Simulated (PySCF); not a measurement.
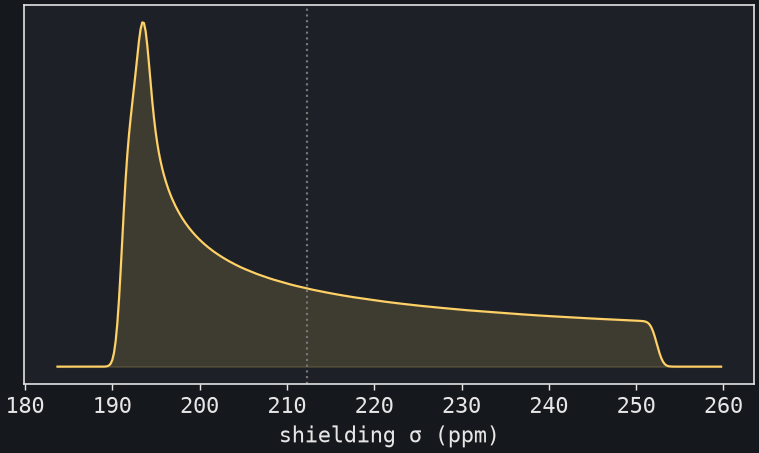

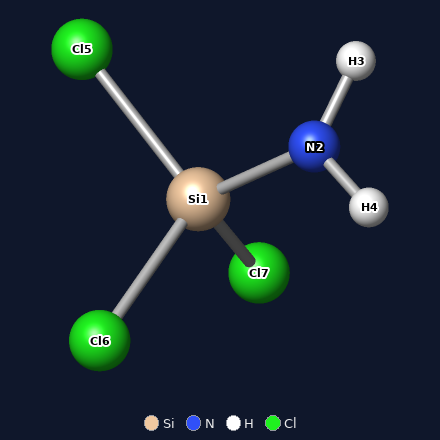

Static powder pattern (¹⁵N) from GIAO shielding tensors of SiNH₂Cl₃ (Si(NH2)Cl3), SMILES N[Si](Cl)(Cl)Cl, PBE0/pcSseg-1 with PySCF, at a PBE0-D3(BJ)/def2-SVP geometry (no frequency check); absolute shielding, one fixed geometry of the isolated molecule without any motion, no dipolar terms. The dotted line is the isotropic value; skew is 3(σiso − σ22)/span.

**The pattern belongs to N2. Give the principal values, span and skew.**

N2: σ11, σ22, σ33 = 191, 194, 252 ppm, isotropic 212, span 61 ppm, skew 0.92.
